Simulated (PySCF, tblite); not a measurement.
**C₄H₁₀S+ (doublet): geometry, infrared bands and EPR parameters**

Aim: predict the infrared bands and EPR parameters of C₄H₁₀S+ (doublet) (`CC[C@H](C)[SH+]`).

The runs use tblite 0.8.0 and PySCF 2.14.0, with density-fitted response routines of our own; the level of theory stands in each step. All values are computed, except where a source is named. Atoms are numbered from 0 throughout.

### Step 1. The molecule as given

15 atoms, charge 1, multiplicity 2; geometry from: force field or distance geometry start.

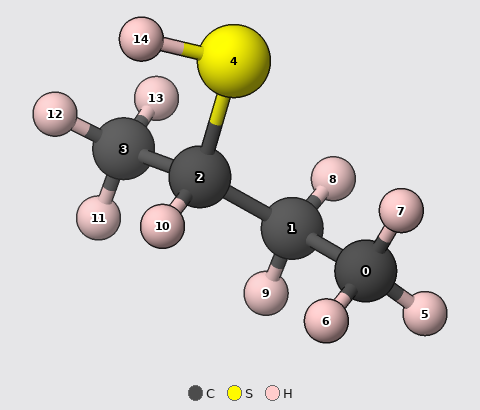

As it starts; carbon dark grey, sulfur yellow, hydrogen pink, atoms numbered; sticks join atoms by distance.

### Step 2. Relaxing the molecule with GFN2-xTB

Job settings and geometry (Å):

```
{"job": {"kind": "relax", "xc": "GFN2-xTB", "basis": "xTB"}, "charge": 1, "multiplicity": 2}
C      2.061300    -0.017400     0.176700
C      0.683100    -0.642700    -0.077200
C     -0.480200     0.317400     0.123000
C     -1.820700    -0.416700     0.032900
S     -0.485300     1.640800    -1.136200
H      2.828700    -0.780800     0.123700
H      2.098900     0.450100     1.165400
H      2.295700     0.752100    -0.566300
H      0.672800    -1.095700    -1.069100
H      0.571900    -1.479700     0.644900
H     -0.416000     0.800900     1.099300
H     -1.873100    -1.201700     0.816900
H     -2.672800     0.251900     0.215600
H     -1.950200    -0.918800    -0.930300
H     -1.518300     2.348200    -0.641300
```

Run with:

```sh
$ OMP_NUM_THREADS=1 python probes_run.py task.json out
```

The driver reads the jobs from task.json and runs them one after another.

Standard output:

```text
step      E/eV     max force
  0    -446.66698    0.828
  1    -446.69177    0.357
  2    -446.69815    0.197
  3    -446.70115    0.176
  4    -446.70428    0.147
  5    -446.70704    0.185
  6    -446.71050    0.157
  7    -446.71396    0.181
  8    -446.71748    0.172
  9    -446.72097    0.160
 10    -446.72439    0.157
 11    -446.72749    0.185
 12    -446.73040    0.217
 13    -446.73354    0.189
 14    -446.73730    0.156
 15    -446.74158    0.163
 16    -446.74573    0.206
 17    -446.74934    0.200
 18    -446.75209    0.122
 19    -446.75383    0.100
 20    -446.75458    0.186
 21    -446.75607    0.116
 22    -446.75719    0.100
 23    -446.75926    0.115
 24    -446.76096    0.134
 25    -446.76360    0.145
 26    -446.76607    0.140
 27    -446.76829    0.144
 28    -446.77006    0.148
 29    -446.77204    0.135
 30    -446.77443    0.159
 31    -446.77625    0.168
 32    -446.77669    0.222
 33    -446.77912    0.090
 34    -446.77984    0.065
 35    -446.78111    0.084
 36    -446.78189    0.085
 37    -446.78296    0.077
 38    -446.78370    0.074
 39    -446.78448    0.068
 40    -446.78532    0.094
 41    -446.78639    0.091
 42    -446.78735    0.071
 43    -446.78803    0.057
 44    -446.78857    0.060
 45    -446.78919    0.077
 46    -446.78991    0.065
 47    -446.79052    0.053
 48    -446.79093    0.048
 49    -446.79123    0.048
 50    -446.79153    0.043
 51    -446.79185    0.050
 52    -446.79217    0.051
 53    -446.79255    0.061
 54    -446.79306    0.075
 55    -446.79393    0.074
 56    -446.79473    0.071
 57    -446.79566    0.074
 58    -446.79642    0.066
 59    -446.79719    0.091
 60    -446.79737    0.114
 61    -446.79828    0.054
 62    -446.79853    0.037
 63    -446.79877    0.032
 64    -446.79893    0.037
 65    -446.79919    0.041
 66    -446.79940    0.034
 67    -446.79962    0.033
 68    -446.79980    0.041
 69    -446.80001    0.040
 70    -446.80019    0.034
 71    -446.80032    0.032
 72    -446.80046    0.027
 73    -446.80067    0.032
 74    -446.80096    0.044
 75    -446.80127    0.045
 76    -446.80156    0.033
 77    -446.80179    0.034
 78    -446.80202    0.040
 79    -446.80226    0.037
 80    -446.80247    0.033
 81    -446.80267    0.036
 82    -446.80288    0.038
 83    -446.80312    0.046
 84    -446.80338    0.048
 85    -446.80362    0.049
 86    -446.80383    0.026
 87    -446.80402    0.023
 88    -446.80414    0.033
 89    -446.80426    0.034
 90    -446.80440    0.030
 91    -446.80468    0.031
 92    -446.80484    0.030
 93    -446.80499    0.027
 94    -446.80514    0.031
 95    -446.80536    0.031
 96    -446.80571    0.040
 97    -446.80620    0.063
 98    -446.80675    0.081
 99    -446.80750    0.094
100    -446.80860    0.099
101    -446.80957    0.118
102    -446.81089    0.062
103    -446.81142    0.094
104    -446.81169    0.059
105    -446.81183    0.037
106    -446.81195    0.036
107    -446.81213    0.039
108    -446.81226    0.026
109    -446.81235    0.021
110    -446.81240    0.017
111    -446.81244    0.019
112    -446.81249    0.017
113    -446.81256    0.023
114    -446.81264    0.021
115    -446.81273    0.024
116    -446.81280    0.021
117    -446.81286    0.021
118    -446.81293    0.026
119    -446.81302    0.022
120    -446.81310    0.018
121    -446.81315    0.014
122    -446.81318    0.014
123    -446.81322    0.013
124    -446.81325    0.012
125    -446.81329    0.013
126    -446.81331    0.011
127    -446.81332    0.007
```

Run time: 0.58 s. Hardware: 1 thread of Intel Xeon Platinum 8488C, shared host.

Relaxation path: (not every step is listed)

| step | energy from step 0 (eV) | largest force (eV/Å) |
| --- | --- | --- |
| 0 | 0.0000 | 0.8284 |
| 1 | -0.0248 | 0.3570 |
| 2 | -0.0312 | 0.1969 |
| 3 | -0.0342 | 0.1763 |
| 4 | -0.0373 | 0.1468 |
| 5 | -0.0401 | 0.1850 |
| 6 | -0.0435 | 0.1573 |
| 7 | -0.0470 | 0.1814 |
| 8 | -0.0505 | 0.1721 |
| 19 | -0.0868 | 0.1005 |
| 30 | -0.1074 | 0.1590 |
| 41 | -0.1194 | 0.0906 |
| 52 | -0.1252 | 0.0508 |
| 63 | -0.1318 | 0.0318 |
| 74 | -0.1340 | 0.0445 |
| 85 | -0.1366 | 0.0492 |
| 96 | -0.1387 | 0.0402 |
| 107 | -0.1452 | 0.0393 |
| 118 | -0.1459 | 0.0265 |
| 122 | -0.1462 | 0.0143 |
| 123 | -0.1462 | 0.0132 |
| 124 | -0.1463 | 0.0117 |
| 125 | -0.1463 | 0.0127 |
| 126 | -0.1463 | 0.0112 |
| 127 | -0.1463 | 0.0071 |

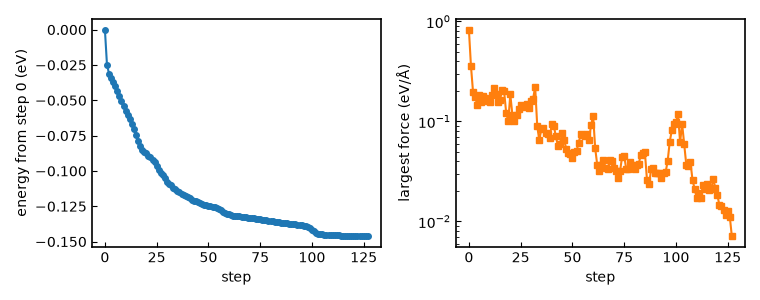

Energy and largest force along the relaxation.

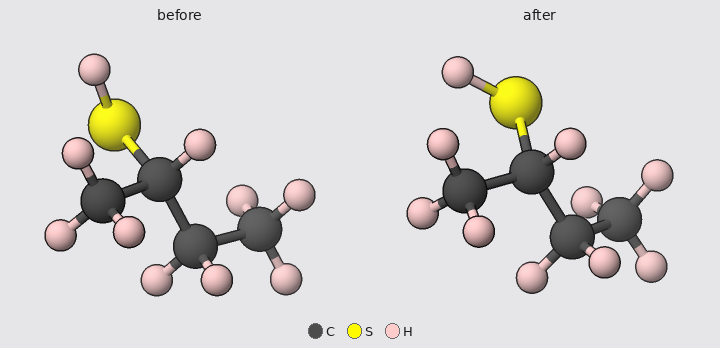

Before and after, at one scale.

Distances of close pairs at the start and the end, largest changes first:

| bond | before (Å) | after (Å) | change (Å) |
| --- | --- | --- | --- |
| C0–C1 | 1.535 | 1.511 | -0.023 |
| C3–H11 | 1.111 | 1.088 | -0.022 |
| C1–H9 | 1.111 | 1.094 | -0.017 |
| C2–C3 | 1.531 | 1.516 | -0.015 |
| C2–H10 | 1.091 | 1.104 | +0.013 |
| C3–H12 | 1.098 | 1.088 | -0.011 |
| C1–H8 | 1.090 | 1.097 | +0.006 |
| C3–H13 | 1.094 | 1.088 | -0.006 |

The end geometry stands in the next job.

### Step 3. Infrared spectrum with GFN2-xTB

Job settings and geometry (Å):

```
{"job": {"kind": "ir", "xc": "GFN2-xTB", "basis": "xTB"}, "charge": 1, "multiplicity": 2}
C      2.024795     0.018476     0.008404
C      0.697089    -0.688187     0.154351
C     -0.505190     0.244786     0.272269
C     -1.834769    -0.380634    -0.102523
S     -0.194966     1.841746    -0.548356
H      2.840253    -0.698800     0.045168
H      2.186180     0.747265     0.804758
H      2.076097     0.563146    -0.937331
H      0.539105    -1.334721    -0.717534
H      0.720005    -1.359109     1.018675
H     -0.557285     0.555111     1.330709
H     -1.959753    -1.315171     0.440839
H     -2.674585     0.263449     0.149060
H     -1.876128    -0.602137    -1.167322
H     -1.485263     2.152770    -0.773078
```

Standard output:

```text
mode    cm-1     km/mol
  1      77.4      3.01
  2     180.3     22.09
  3     201.5     15.47
  4     227.6      0.22
  5     276.8     11.28
  6     309.3      0.90
  7     397.2     14.83
  8     421.3      1.51
  9     623.2     13.26
 10     780.4     12.57
 11     810.9     20.41
 12     873.6      8.81
 13     952.2      4.07
 14     993.9     13.71
 15    1033.7      8.23
 16    1055.1     16.41
 17    1102.0     13.82
 18    1108.2     10.12
 19    1135.5     17.58
 20    1149.7      5.42
 21    1174.2     20.34
 22    1284.4     20.17
 23    1388.5     46.51
 24    1399.9    133.01
 25    1407.8     40.15
 26    1421.4     40.15
 27    1434.5      5.79
 28    1454.0     10.69
 29    1464.2     17.79
 30    2340.6     24.44
 31    2804.4     33.88
 32    2915.3     16.59
 33    2959.6     51.29
 34    2974.7      4.03
 35    2994.4     55.52
 36    3038.8      3.46
 37    3043.7      0.99
 38    3052.2      2.72
 39    3063.1      7.61
```

It took 0.33 s on 1 thread of Intel Xeon Platinum 8488C, shared host.

The strongest bands and the atoms that carry them (share of the mass-weighted mode):

| cm⁻¹ | km/mol | atoms |
| --- | --- | --- |
| 1388 | 46.5 | H9 29 %, H8 23 %, H5 19 %, H6 16 % |
| 1400 | 133.0 | H6 29 %, H7 28 %, C0 11 %, H9 11 % |
| 1408 | 40.1 | H13 28 %, H11 25 %, H12 25 %, C3 15 % |
| 1421 | 40.1 | H5 40 %, H7 25 %, H6 15 % |
| 2341 | 24.4 | H14 97 % |
| 2804 | 33.9 | H10 93 % |
| 2960 | 51.3 | H9 68 %, H7 17 % |
| 2994 | 55.5 | H6 74 %, H7 19 % |

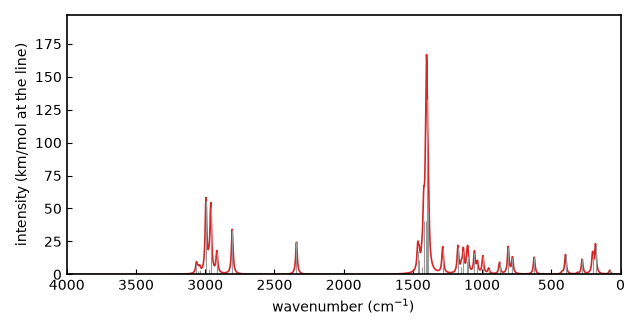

The infrared spectrum from these modes, unscaled. Lines are broadened to a width of 14 cm⁻¹ (Lorentzian).

### Step 4. EPR parameters: B3LYP/pcH-1

Settings changed since step 3:

```diff
@@ -1,2 +1,2 @@
-{"job": {"kind": "ir", "xc": "GFN2-xTB", "basis": "xTB"}, "charge": 1, "multiplicity": 2}
+{"job": {"kind": "epr", "basis": "pcH-1"}, "charge": 1, "multiplicity": 2}
 C      2.024795     0.018476     0.008404
```

With the program's defaults for keys left out, this is: UKS B3LYP, pcH-1 on C H S, non-relativistic, mean-field spin-orbit, GIAO.

Standard output:

```text
UKS, coarse grid
  cycle   1  E = -556.27612967  |g| = 3.47e-01
  cycle   2  E = -556.12251228  |g| = 5.67e-01
  cycle   3  E = -556.32735482  |g| = 1.15e-01
  cycle   4  E = -556.33488391  |g| = 4.48e-02
  cycle   5  E = -556.33581031  |g| = 1.48e-02
  cycle   6  E = -556.33591846  |g| = 7.34e-03
  cycle   7  E = -556.33594839  |g| = 1.97e-03
  cycle   8  E = -556.33595188  |g| = 8.94e-04
UKS, final grid
  cycle   1  E = -556.33595757  |g| = 1.09e-03
  cycle   2  E = -556.33595694  |g| = 1.58e-03
  cycle   3  E = -556.33595824  |g| = 1.34e-04
  cycle   4  E = -556.33595826  |g| = 6.78e-05
  cycle   5  E = -556.33595826  |g| = 2.31e-05
E = -556.33595826 Eh   <S^2> = 0.7533 (exact 0.7500)
g shifts (ppm)      1          2          3
  rmc          -229       -229       -229
  gc             -2         46         42
  oz_so         102      13201      36106
  total        -129      13018      35919
hyperfine (MHz)  atom isotope    a_iso     a_fc   dipolar eigenvalues
    0   13C      -0.54      -0.54     -2.29     -0.72      3.01
    1   13C       6.99       6.99     -4.05     -2.93      6.97
    2   13C     -13.77     -13.77     -8.24     -7.89     16.13
    3   13C       9.61       9.61     -2.23     -1.97      4.20
    4   33S      29.38      29.38    -85.37    -80.93    166.30
    5    1H       0.65       0.65     -1.69     -1.39      3.08
    6    1H      27.17      27.17     -2.99     -0.13      3.13
    7    1H      13.24      13.24     -4.29     -0.81      5.10
    8    1H      52.67      52.67     -3.32     -0.27      3.59
    9    1H       0.82       0.82     -3.10     -2.24      5.34
   10    1H     224.85     224.85     -8.80     -2.61     11.41
   11    1H      -0.24      -0.24     -2.12     -1.32      3.45
   12    1H       1.11       1.11     -2.54     -2.22      4.77
   13    1H       6.21       6.21     -2.95     -1.45      4.40
   14    1H     -39.99     -39.99    -19.83     -0.67     20.51
```

It took 35 s on 1 thread of Intel Xeon Platinum 8488C, shared host; peak memory 0.84 GiB.

Principal g values 2.00219, 2.01534, 2.03824; g(iso) = 2.01859, against 2.00232 for a free electron. They are not to be trusted: the run shows a large g shift, which the driver flags as unsure.

Hyperfine couplings; where a row names several nuclei, a(iso) is their mean (it holds for fast rotation or exchange) and the dipolar term the largest among them:

| nuclei | isotope | a(iso) (MHz) | a(iso) (G, at g = 2.0023) | largest dipolar term (MHz) |
| --- | --- | --- | --- | --- |
| H10 | 1H | 224.8 | 80.2 | 11.4 |
| H8 | 1H | 52.7 | 18.8 | 3.6 |
| H14 | 1H | -40.0 | -14.3 | 20.5 |
| S4 | 33S | 29.4 | 10.5 | 166.3 |
| C2 | 13C | -13.8 | -4.9 | 16.1 |
| H5, H6, H7 | 1H | 13.7 | 4.9 | 5.1 |
| C3 | 13C | 9.6 | 3.4 | 4.2 |
| C1 | 13C | 7.0 | 2.5 | 7.0 |
| H11, H12, H13 | 1H | 2.4 | 0.8 | 4.8 |
| H9 | 1H | 0.8 | 0.3 | 5.3 |
| C0 | 13C | -0.5 | -0.2 | 3.0 |

Mulliken spin populations:

C0 0.01; C1 0.02; C2 -0.01; C3 0.01; S4 0.87; H5 0.00; H6 0.01; H7 0.00; H8 0.02; H9 0.00; H10 0.08; H11 0.00; H12 0.00; H13 0.01; H14 -0.02

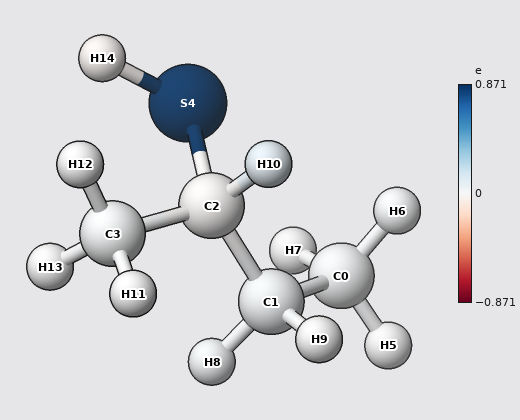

Mulliken spin populations, as colours on the atoms.

Orbitals, density, ELF and potential are computed afterwards from the orbital file.

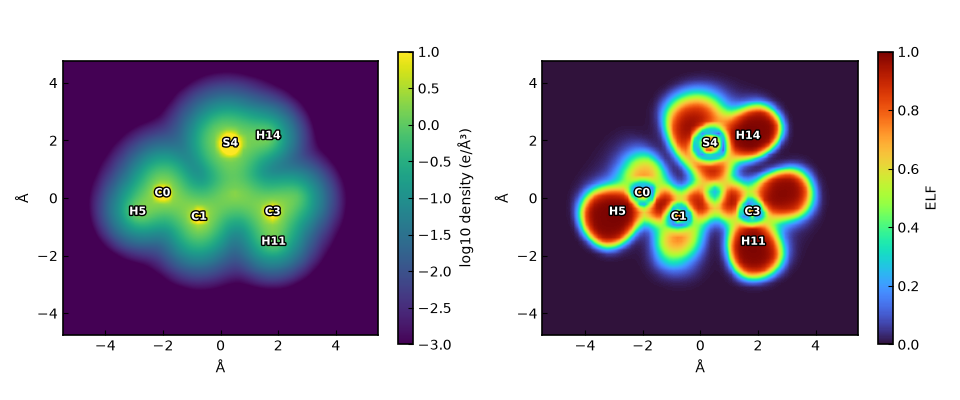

Density (left) and ELF (right) in a plane through or near 7 of the atoms.

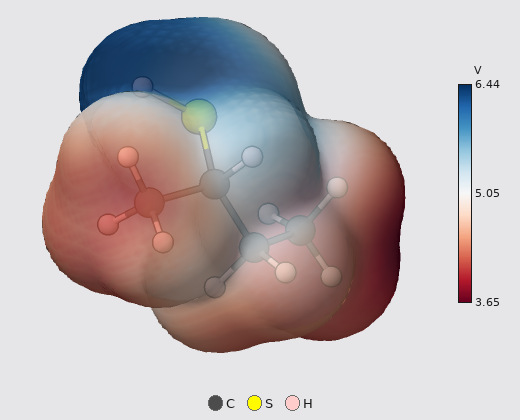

The potential that a unit positive charge feels on the 0.002 e/bohr³ surface, from 3.65 to 6.44 V.

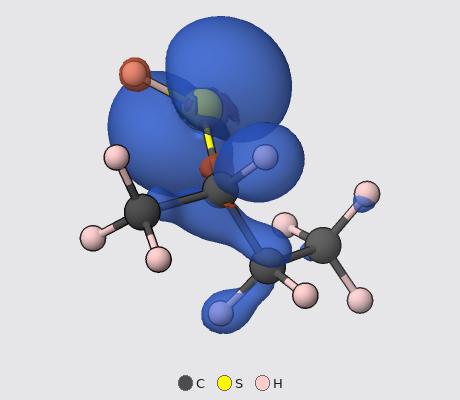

Spin density at ±0.02 e/Å³ (alpha excess blue, beta excess red).

### Step 5. Results

| quantity | value |
| --- | --- |
| strongest single infrared mode (GFN2-xTB) | 1400 cm⁻¹, 133 km/mol |
| zero-point energy (GFN2-xTB) | 79.1 kcal/mol |
| g(iso) (B3LYP) | 2.01859 |
| ⟨S²⟩ | 0.753 (exact 0.75) |
| largest a(iso) (averaged by class) | 1H on H10, 224.8 MHz |
| property runs in this session | 1, of which 0 failed and 1 gave unsound results |

Relaxing lowered the energy by 0.146 eV in 127 steps; the close pair that moved most is C0–C1, from 1.535 to 1.511 Å. All 39 modes are real, so the xTB geometry is a minimum. The strongest single mode, at 1400 cm⁻¹, is carried by H6, H7, C0, H9. Unscaled tight-binding wavenumbers are off by several per cent, some by more. Its intensities can rank the bands wrongly. S4 carries the largest spin population, 0.87 e. The isotropic g lies 16.3 ppt above the free-electron value. These values are not to be trusted: the run shows a large g shift, which the driver flags as unsure.
